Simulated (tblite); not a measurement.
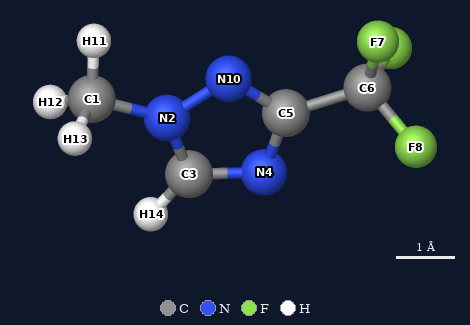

Figure 1. The structure as given in the input (ball-and-stick view, seen at a tilt; atoms are numbered from 1 in the order of the input).

# Molecular dynamics, with input and output: C4H4F3N3 (part 1 of 2)

The run: molecular dynamics of C4H4F3N3, SMILES Cn1cnc(C(F)(F)F)n1. Method and program: GFN2-xTB Langevin dynamics, gas phase (tblite 0.8.0).

Log:
```
t/fs     T/K      E/eV
    0.0   232.4   -913.79818
   25.0   196.1   -913.63827
   50.0   171.5   -913.50475
   75.0   145.3   -913.42299
  100.0   202.5   -913.41384
  125.0   200.8   -913.44879
  150.0   227.5   -913.51657
  175.0   274.4   -913.56788
  200.0   184.0   -913.41072
  225.0   222.5   -913.46098
  250.0   273.7   -913.56062
  275.0   201.7   -913.41065
  300.0   221.9   -913.49563
  325.0   280.4   -913.49181
  350.0   372.5   -913.46674
  375.0   284.2   -913.42733
  400.0   309.0   -913.33293
  425.0   349.7   -913.23511
  450.0   432.0   -913.33110
  475.0   285.6   -913.32097
  500.0   332.8   -913.50539
  525.0   246.8   -913.40572
  550.0   282.5   -913.42584
  575.0   264.1   -913.26916
  600.0   328.5   -913.48433
  625.0   131.6   -913.42631
  650.0   262.9   -913.58309
  675.0   188.9   -913.51800
  700.0   193.9   -913.41556
  725.0   183.5   -913.57550
  750.0   218.2   -913.50249
  775.0   173.1   -913.35489
  800.0   216.0   -913.17693
  825.0   310.6   -913.28319
  850.0   249.6   -913.29681
  875.0   296.2   -913.26713
  900.0   245.4   -913.22569
  925.0   341.9   -913.32706
  950.0   330.6   -913.30171
  975.0   287.6   -913.34521
 1000.0   294.5   -913.20477
```

Trajectory as extended XYZ (Å, eV, eV/Å), 33 of the 41 frames kept, from step=0 to step=40:
```
14
Properties=species:S:1:pos:R:3:forces:R:3 step=0 time_fs=0.0 energy=-913.79818 temperature=232.4
C    -2.2808    0.6818    0.2230    0.0012  -0.0017  -0.0014
N    -1.0121    0.0463    0.0184   -0.0020  -0.0036   0.0013
C    -0.7314   -1.2257   -0.3130    0.0018   0.0044   0.0000
N     0.5674   -1.4017   -0.3727    0.0011   0.0080   0.0005
C     1.0560   -0.1863   -0.0604   -0.0015   0.0031   0.0017
C     2.5139    0.1213   -0.0140   -0.0035  -0.0042  -0.0047
F     2.7667    1.2645    0.6333    0.0060  -0.0030  -0.0050
F     3.2166   -0.8374    0.6002    0.0012  -0.0029   0.0020
F     3.0383    0.2528   -1.2445    0.0025   0.0021   0.0013
N     0.1252    0.7136    0.1799   -0.0060  -0.0029   0.0035
H    -2.1282    1.7580    0.1773    0.0038   0.0025   0.0006
H    -2.9824    0.3717   -0.5499   -0.0026  -0.0026  -0.0022
H    -2.6832    0.4200    1.2034   -0.0072  -0.0012   0.0001
H    -1.4667   -1.9794   -0.5030    0.0052   0.0022   0.0024
14
Properties=species:S:1:pos:R:3:forces:R:3 step=1 time_fs=25.0 energy=-913.63827 temperature=196.1
C    -2.3307    0.6625    0.2298   -0.1196  -0.9376  -1.3053
N    -1.0309    0.0849   -0.0154   -0.0054  -0.0676   0.4145
C    -0.7443   -1.2037   -0.3221   -0.8668   0.0118   0.2767
N     0.5466   -1.4075   -0.3059   -0.2985   0.0907  -0.4964
C     1.0177   -0.1898   -0.0354    0.8670   0.6934   0.0463
C     2.4882    0.1119   -0.0486   -0.3786   0.2319   0.7014
F     2.6843    1.2471    0.6343    0.3233   0.3711  -0.1873
F     3.1904   -0.8125    0.6292    0.0752  -0.0346  -0.6199
F     3.0040    0.2846   -1.2856   -0.1519  -0.3010   0.6726
N     0.1095    0.7503    0.1967   -0.0580  -1.0011  -0.5850
H    -2.3055    1.7252    0.1720    0.3134   0.7756  -0.0726
H    -2.9985    0.2844   -0.5752    0.1815   0.2081   0.5514
H    -2.7130    0.3790    1.1905   -0.1575  -0.2714   0.5189
H    -1.5033   -1.9470   -0.5247    0.2760   0.2306   0.0848
14
Properties=species:S:1:pos:R:3:forces:R:3 step=2 time_fs=50.0 energy=-913.50475 temperature=171.5
C    -2.3899    0.6460    0.2207   -0.3897   0.5263  -1.2289
N    -1.1022    0.0372    0.0493   -0.3297   0.6831   0.5088
C    -0.8370   -1.2292   -0.2600    0.4352  -0.4297  -0.9794
N     0.4611   -1.3840   -0.4438    0.1162  -0.4868   1.1422
C     0.9523   -0.2095   -0.0286    0.6211   0.9809   0.0757
C     2.3954    0.1856    0.0763    0.3320  -0.3390  -1.3225
F     2.6741    1.3813    0.6349   -0.4257  -0.9220  -0.0545
F     3.1782   -0.7561    0.5996   -0.0842   0.0850   0.8048
F     2.8511    0.2527   -1.1968    0.2307   0.5085  -0.3990
N     0.0471    0.7099    0.2013   -0.9130  -0.3029   0.4072
H    -2.3303    1.7389    0.0093    0.1896  -0.7251   0.4291
H    -3.0514    0.2336   -0.5686    0.1464   0.0812   0.4892
H    -2.8288    0.4596    1.1945    0.1162   0.0301   0.1510
H    -1.5366   -2.0279   -0.4306   -0.0452   0.3105  -0.0235
14
Properties=species:S:1:pos:R:3:forces:R:3 step=4 time_fs=100.0 energy=-913.41384 temperature=202.5
C    -2.4609    0.7225    0.0846    0.6250  -1.1940   0.5145
N    -1.1404    0.0677    0.0753   -1.3205   1.4306   0.5934
C    -0.8931   -1.1636   -0.3054    0.4522  -0.6941  -1.0767
N     0.4263   -1.3707   -0.3363   -1.0470  -1.1873   0.0720
C     0.9044   -0.2603    0.1825    0.7200   2.4011   0.1065
C     2.3735    0.1655    0.1337   -0.4349  -0.9787  -0.6692
F     2.6704    1.3737    0.6173   -0.2835  -0.6121   0.1471
F     3.1435   -0.7734    0.7063    0.1229   0.4519   0.2337
F     2.7740    0.1898   -1.1726   -0.2120   0.0939   0.4316
N    -0.0272    0.6625    0.4523    0.5757   0.1122  -0.2878
H    -2.3285    1.7893    0.1021    0.1155   0.2935   0.3328
H    -3.0017    0.4715   -0.8365    0.1451  -0.1524   0.3291
H    -2.9800    0.3225    0.9873    0.0326   0.6016  -0.6876
H    -1.7325   -1.7272   -0.6676    0.5087  -0.5663  -0.0393
14
Properties=species:S:1:pos:R:3:forces:R:3 step=5 time_fs=125.0 energy=-913.44879 temperature=200.8
C    -2.4608    0.6709    0.1075    0.8252   1.1239  -0.2175
N    -1.1463    0.0548    0.1384   -0.9473   1.3080   0.1939
C    -0.8775   -1.1441   -0.3608    0.6975  -0.2821   0.6064
N     0.4307   -1.3720   -0.2528   -1.1178  -0.3300  -0.5623
C     0.8789   -0.2336    0.2592    1.3896   0.8482   0.4036
C     2.3735    0.0406    0.1830   -0.2959   1.1256  -0.9419
F     2.7068    1.2637    0.6372   -0.2114  -0.2659   0.3800
F     3.2333   -0.8169    0.6979   -0.3333  -0.2580   0.2018
F     2.6834    0.1367   -1.1568   -0.1454  -0.3655   0.4679
N    -0.0426    0.6949    0.5344    0.2143  -1.3385  -0.6487
H    -2.3522    1.7898    0.2282   -0.0882  -1.2585   0.0592
H    -2.8823    0.4697   -0.8701   -0.1788   0.0707  -0.1986
H    -3.1097    0.2460    0.8533   -0.1436   0.0053   0.4424
H    -1.6926   -1.7578   -0.6802    0.3351  -0.3831  -0.1863
14
Properties=species:S:1:pos:R:3:forces:R:3 step=6 time_fs=150.0 energy=-913.51657 temperature=227.5
C    -2.4587    0.6716    0.1651    0.6868  -0.5287   0.1754
N    -1.1486   -0.0103    0.1889   -1.1778   0.9781   0.4030
C    -0.8388   -1.2117   -0.3039    0.8313   0.4138  -0.1779
N     0.4746   -1.3311   -0.3144   -0.4908  -1.6507  -0.2927
C     0.9197   -0.2309    0.2522   -0.5012   1.1181   0.5332
C     2.3599    0.0465    0.1563    0.3695   0.9976   0.8398
F     2.7513    1.2080    0.7758   -0.3409  -0.6043  -0.7326
F     3.1355   -0.8843    0.6954    0.1634  -0.3373  -0.1598
F     2.6158    0.1362   -1.1521    0.7088   0.2337  -0.0282
N    -0.0311    0.6292    0.5897   -0.4973  -0.4738  -0.5875
H    -2.3514    1.6198    0.6700    0.1731   0.2327   0.0822
H    -2.7842    0.8427   -0.8630    0.2160  -0.0591   0.0227
H    -3.2405    0.1048    0.6750    0.2732  -0.2002   0.0050
H    -1.4851   -1.9511   -0.6982   -0.4142  -0.1199  -0.0828
14
Properties=species:S:1:pos:R:3:forces:R:3 step=8 time_fs=200.0 energy=-913.41072 temperature=184.0
C    -2.5008    0.4740    0.4887    0.2665  -0.4288   1.5632
N    -1.1782   -0.0622    0.2662   -0.3168  -0.0528   0.4590
C    -0.8798   -1.1932   -0.3755    1.6810  -0.4142   0.6769
N     0.4348   -1.4113   -0.3454   -0.7195   0.6904  -0.5886
C     0.9003   -0.3077    0.2494    0.8856   0.5382   0.7803
C     2.4193   -0.0132    0.2116   -1.0547  -0.2415  -0.9774
F     2.8488    1.0511    0.8585   -0.1652   0.1086   0.8339
F     3.1538   -1.0734    0.5534   -0.1146   0.1944   0.1603
F     2.7560    0.2800   -1.0826   -0.2648  -0.4116   0.1588
N    -0.0611    0.4865    0.7289    0.7676   0.3211  -0.9163
H    -2.5609    1.0727    1.4277    0.4985  -0.0292  -0.8610
H    -2.8537    1.0097   -0.3617   -0.1330   0.5451  -0.5014
H    -3.1639   -0.3574    0.6980   -0.2404  -0.3385  -0.2572
H    -1.4951   -1.9677   -0.6971   -1.0902  -0.4811  -0.5305
14
Properties=species:S:1:pos:R:3:forces:R:3 step=9 time_fs=225.0 energy=-913.46098 temperature=222.5
C    -2.4331    0.3535    0.6030   -0.1856  -0.9060   2.2264
N    -1.1167   -0.1295    0.3575   -0.5655  -0.4854  -0.5766
C    -0.9036   -1.2371   -0.3509    0.7466  -0.8560  -1.2738
N     0.4092   -1.4408   -0.5321   -1.3530   0.2595   0.7545
C     0.9088   -0.4216    0.1715    1.8928   1.0425  -0.1267
C     2.4027   -0.0613    0.1556   -0.6210  -0.9651  -0.7393
F     2.7566    0.9501    0.9217   -0.1963   0.3206   0.1528
F     3.2276   -1.0782    0.4727   -0.3789   0.0441   0.0482
F     2.7105    0.2535   -1.1272    0.1132   0.1903   0.2423
N     0.0324    0.4411    0.6519    0.1861  -0.2948   0.6168
H    -2.4758    0.8872    1.5659    0.2335   0.3461  -0.5269
H    -2.7723    0.9118   -0.2149   -0.5749   1.0051  -0.9420
H    -3.1042   -0.5073    0.7871    0.2684   0.1852  -0.4225
H    -1.6819   -1.7847   -0.8824    0.4346   0.1139   0.5670
14
Properties=species:S:1:pos:R:3:forces:R:3 step=10 time_fs=250.0 energy=-913.56062 temperature=273.7
C    -2.3436    0.3251    0.7638   -1.4324  -1.2162  -0.4332
N    -1.1232   -0.2820    0.3376    0.4433   0.0536   0.5410
C    -0.8709   -1.3872   -0.3894    1.4103   0.3325   0.3849
N     0.4574   -1.5049   -0.5412   -1.5953  -0.2020  -0.3989
C     0.9338   -0.4272    0.0831    0.8739  -0.8510   0.0783
C     2.4039   -0.1053    0.0732   -0.8070  -0.1576   0.2528
F     2.5654    0.9000    0.9284    0.7669   0.3433   0.1380
F     3.2417   -1.1053    0.4375   -0.5469   0.5871  -0.3153
F     2.7479    0.3146   -1.1539    0.3701  -0.0695   0.1955
N     0.0299    0.3070    0.6775   -0.4804   0.2609  -0.3958
H    -2.2541    0.8680    1.6797    0.6576   0.7223   0.2343
H    -2.7418    0.9403   -0.0644    0.0375  -0.1544   0.5543
H    -3.0863   -0.4651    1.0546    0.4343   0.3766  -0.7012
H    -1.5939   -2.0926   -0.7224   -0.1318  -0.0255  -0.1346
14
Properties=species:S:1:pos:R:3:forces:R:3 step=11 time_fs=275.0 energy=-913.41065 temperature=201.7
C    -2.3125    0.2721    0.7843   -0.7679   1.2287  -1.0068
N    -1.1345   -0.3905    0.3643    1.3197  -0.2907   0.0710
C    -0.8788   -1.4909   -0.3904   -0.5456  -0.5247   0.3358
N     0.4195   -1.6391   -0.5873   -0.5890   0.4033   0.2504
C     0.9280   -0.5755    0.0766    0.5538   0.5178  -1.0867
C     2.3211   -0.0363    0.0650    0.3764  -1.0827   0.4146
F     2.4653    0.9371    0.9694    0.0741  -0.0912  -0.0446
F     3.1457   -1.0415    0.3788    0.6624  -0.3296   0.6279
F     2.8313    0.4132   -1.0744   -0.5232   0.4430  -0.5832
N     0.0515    0.1873    0.6452   -1.6187   0.2478   0.1643
H    -2.1230    0.9447    1.6087    0.6641   0.3941   0.0068
H    -2.7074    0.8982   -0.0888    0.2089  -0.8338   1.0933
H    -3.0585   -0.3674    1.1994   -0.6120  -0.8624  -0.3279
H    -1.6600   -2.2184   -0.6760    0.7970   0.7805   0.0851
14
Properties=species:S:1:pos:R:3:forces:R:3 step=12 time_fs=300.0 energy=-913.49563 temperature=221.9
C    -2.3715    0.1395    0.7901   -0.2588   1.1195   0.7959
N    -1.1607   -0.4354    0.3454    1.4103   0.5138   0.4922
C    -0.9015   -1.5534   -0.3397    1.1763   0.7665  -0.2067
N     0.4045   -1.6329   -0.5746   -0.2665  -0.2140  -0.3802
C     0.9052   -0.5151   -0.0314    0.3945   0.3098   0.7065
C     2.3572   -0.0725    0.0593   -0.8277   0.7398   0.8022
F     2.4876    0.9437    0.9733   -0.2655  -0.6218  -0.2103
F     3.1693   -1.0317    0.4949    0.1118   0.0106  -0.5176
F     2.7897    0.4967   -1.0638    0.3013  -0.5803  -0.3437
N     0.0021    0.2396    0.5594   -1.1032  -0.7301  -0.2160
H    -2.1626    0.9335    1.5363    0.2825  -0.1938  -0.5680
H    -2.8355    0.5931   -0.0706   -0.5804   0.2025  -0.1920
H    -3.0494   -0.5048    1.3277   -0.0923  -0.7287  -0.2818
H    -1.6423   -2.1359   -0.8164   -0.2825  -0.5934   0.1195
14
Properties=species:S:1:pos:R:3:forces:R:3 step=14 time_fs=350.0 energy=-913.46674 temperature=372.5
C    -2.4159   -0.1914    0.7438   -2.2655  -1.7861   0.3635
N    -1.1636   -0.4250    0.1596    0.8363  -0.5123   0.1350
C    -0.6913   -1.5782   -0.3647   -1.7332  -0.6746  -0.8838
N     0.6000   -1.5636   -0.4590    0.3273  -0.3280  -0.2565
C     0.9271   -0.3802    0.0665   -0.7273   0.7894   0.1336
C     2.3354    0.0601    0.2002    0.0459  -1.4463  -0.1146
F     2.4869    0.9448    1.1643    0.4044   0.3680   0.1166
F     3.0941   -1.0412    0.4883   -0.0868   0.5295   0.3007
F     2.8553    0.5035   -0.9407    0.0757   0.6255  -0.1567
N    -0.1327    0.3312    0.4457    1.2752   0.5121   0.3201
H    -2.5326    0.7120    1.2964    0.4682   0.8344   0.0006
H    -3.2359   -0.2728   -0.0011    0.4566   0.2171   0.1794
H    -2.6435   -1.0137    1.4926    0.3132   0.6285  -0.6195
H    -1.3757   -2.3122   -0.8026    0.6100   0.2429   0.4817
14
Properties=species:S:1:pos:R:3:forces:R:3 step=15 time_fs=375.0 energy=-913.42733 temperature=284.2
C    -2.4766   -0.3302    0.6485   -1.3449   0.3303  -1.3660
N    -1.1683   -0.4990    0.1086   -0.1473  -0.4926  -0.3905
C    -0.6368   -1.6123   -0.4758   -0.2510   1.4028   0.9926
N     0.6523   -1.5021   -0.4846    1.0334  -0.4007  -0.3445
C     0.9178   -0.3142    0.0682   -0.6499   1.1441   0.5587
C     2.3781    0.0693    0.2847   -0.8488  -1.0323  -0.1455
F     2.7035    0.9281    1.2357   -0.4501   0.1639   0.4046
F     3.0260   -1.0924    0.5945    0.0156   0.6871  -0.3364
F     2.8747    0.5793   -0.8343    0.4733  -0.0844  -0.4977
N    -0.2084    0.3542    0.3979    1.6482  -0.6002   0.3648
H    -2.6126    0.6730    1.0489    0.1531   0.1142  -0.3398
H    -3.2877   -0.5672   -0.1131    0.9927   0.4500   0.6390
H    -2.6386   -0.9952    1.4582    0.0096  -0.8237   0.8470
H    -1.1821   -2.4357   -0.7993   -0.6341  -0.8586  -0.3864
14
Properties=species:S:1:pos:R:3:forces:R:3 step=16 time_fs=400.0 energy=-913.33293 temperature=309.0
C    -2.5122   -0.3841    0.5048    0.4287   2.1702   0.5089
N    -1.1054   -0.5151    0.1408   -0.7909  -0.5718  -0.0099
C    -0.5429   -1.5623   -0.5140   -2.0915  -0.4880   0.3055
N     0.7347   -1.4431   -0.5289    1.2591   0.3393  -0.1011
C     0.9562   -0.2671    0.1133    0.1297   0.4104   0.5654
C     2.4149    0.0923    0.3272   -0.6843   0.1867   0.3997
F     2.7967    0.8991    1.3594   -0.8447   0.0399  -0.8231
F     3.0341   -1.0325    0.5947    0.8001  -1.1303   0.0881
F     2.9279    0.5700   -0.8013    0.2994   0.4802  -0.1494
N    -0.1387    0.3370    0.5448   -0.1297  -1.0694  -0.4933
H    -2.5097    0.6786    0.9335   -0.5396  -1.2865  -0.5292
H    -3.2380   -0.4744   -0.3211    0.7485   0.1822   0.0477
H    -2.8665   -1.0600    1.2848    0.5461  -0.1193   0.0099
H    -1.1750   -2.4033   -0.8654    0.8691   0.8564   0.1810
14
Properties=species:S:1:pos:R:3:forces:R:3 step=18 time_fs=450.0 energy=-913.33110 temperature=432.0
C    -2.3599   -0.1380    0.3842    0.0290  -0.7902  -0.7334
N    -0.9693   -0.4638    0.3182   -0.9076  -0.9211  -1.0239
C    -0.5367   -1.3627   -0.5716    1.5328  -1.1880  -0.4487
N     0.8013   -1.3686   -0.6089   -1.5571   0.0168  -0.7823
C     1.0650   -0.3648    0.2171    2.8687  -0.3764   0.3849
C     2.4770    0.0515    0.4767    0.3520   0.1681   0.0661
F     2.6895    0.8902    1.5324   -0.3541  -0.6421  -0.8879
F     3.1995   -1.0507    0.7017    0.4030   0.1736   0.0838
F     2.9942    0.6595   -0.6206   -0.0671  -0.1450   0.5555
N     0.0744    0.1227    0.8459   -1.8152   2.4315   1.3440
H    -2.5900    0.7089    0.9425    0.0489   1.4535   1.1439
H    -2.7358    0.0271   -0.6210    0.0687   0.1235  -0.3282
H    -2.9164   -0.9694    0.7654   -0.3034  -0.6285   0.4740
H    -1.0765   -2.0959   -1.1416   -0.2985   0.3243   0.1524
14
Properties=species:S:1:pos:R:3:forces:R:3 step=19 time_fs=475.0 energy=-913.32097 temperature=285.6
C    -2.2963    0.0181    0.5135   -0.9808   0.3003   0.4786
N    -0.9716   -0.4726    0.2675   -1.8695   0.0748  -0.6873
C    -0.5439   -1.3664   -0.6192    2.2194   0.1166  -0.6884
N     0.8031   -1.3488   -0.6292   -1.4878  -0.4311   0.4691
C     1.0717   -0.4921    0.3599    2.6706   0.4078  -1.0162
C     2.5113   -0.0135    0.5245    1.0572  -0.2093   0.6465
F     2.6350    0.8465    1.5451   -0.2351  -0.1235   0.0303
F     3.4603   -0.9997    0.7942   -1.4162   0.7224  -0.3787
F     3.0378    0.6563   -0.5371   -0.8173  -0.6203   0.3098
N     0.0209    0.0769    0.8809    0.9177   1.0128   1.1820
H    -2.2720    0.8981    1.2280    0.2288  -0.8750  -1.0945
H    -2.8879    0.2443   -0.4148    0.8927   0.0057   0.7280
H    -2.8416   -0.7681    1.0307   -0.2744  -0.1342   0.1348
H    -1.0017   -1.9379   -1.3749   -0.9050  -0.2471  -0.1139
14
Properties=species:S:1:pos:R:3:forces:R:3 step=20 time_fs=500.0 energy=-913.50539 temperature=332.8
C    -2.3112    0.0489    0.6173   -0.3144  -0.2216   1.0944
N    -0.9593   -0.4244    0.3038   -0.9855   0.8039   0.4262
C    -0.5283   -1.2982   -0.6079    0.4145  -0.5937   0.0318
N     0.7826   -1.4001   -0.5904   -0.0458   1.0609   0.7073
C     1.1279   -0.4846    0.3690    0.2866  -0.6358  -0.4187
C     2.5576   -0.0281    0.5769   -0.6768  -0.5449   0.9634
F     2.5999    0.8363    1.5965    0.1336   0.0059   0.4455
F     3.5024   -0.9678    0.8155   -0.7010   0.1066   0.0019
F     2.9708    0.6424   -0.4634    0.4250   0.5700  -1.2852
N     0.0899    0.0998    0.9415    0.3172  -0.0984  -0.5374
H    -2.2195    0.9800    1.2733   -0.0207  -1.1822  -1.0673
H    -2.9466    0.2424   -0.2837    0.8736  -0.1103   0.6775
H    -2.8518   -0.7345    1.2515    0.6867   0.8698  -0.7937
H    -1.1279   -1.9306   -1.2125   -0.3929  -0.0303  -0.2456
14
Properties=species:S:1:pos:R:3:forces:R:3 step=21 time_fs=525.0 energy=-913.40572 temperature=246.8
C    -2.2400   -0.0265    0.6735    0.3002  -1.2283   0.9588
N    -0.8945   -0.3616    0.3425   -0.2805   0.2630   0.7021
C    -0.5187   -1.2614   -0.5580   -1.6360  -0.5744  -1.0898
N     0.7622   -1.4088   -0.5676    1.6232   0.0941  -0.0642
C     1.1825   -0.5470    0.3814   -1.4992   1.1766   0.6708
C     2.5442    0.0087    0.6214   -1.1584  -1.1916  -0.0998
F     2.5686    0.7698    1.7099    0.2436   0.4716  -0.2075
F     3.4190   -0.9496    0.7907    1.2885  -0.9154   0.3744
F     2.9092    0.6515   -0.4748    0.5020   1.0693  -0.2784
N     0.1749    0.1228    0.9694    0.2957  -0.8689  -0.8068
H    -2.2515    0.8333    1.2656    0.1418   1.4827   0.9185
H    -2.7969    0.1368   -0.1912   -0.9037   0.2441  -1.5579
H    -2.7392   -0.8110    1.2636    0.2860  -0.0841  -0.1614
H    -1.2539   -1.6969   -1.2546    0.7967   0.0613   0.6412
```
